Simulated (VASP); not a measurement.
Shape and ions are relaxed at each volume.

Energy against volume of TiB2 (AlB2 type). Level of theory: r2SCAN+rVV10, VASP's PBE PAW potentials (set 64) (plane waves; VASP).

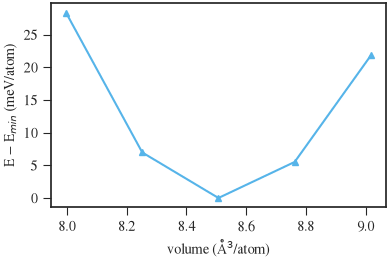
Figure: Energy against volume

Task: Estimate the equilibrium volume and the bulk modulus.

Result: The minimum lies near 8.5 Å³/atom, and the curvature gives B0 of about 260 GPa.

Measured: bulk modulus 240 GPa (computed value off by +8.1 %), as given by Synthesis of Binary Transition Metal Nitrides, Carbides and Borides from the Elements in the Laser-Heated Diamond …. The calculation is for a static lattice, while the measured bulk modulus holds thermal and zero-point effects, which are part of the difference.

The compound is TiB2 in the AlB2 type structure. It was relaxed first.
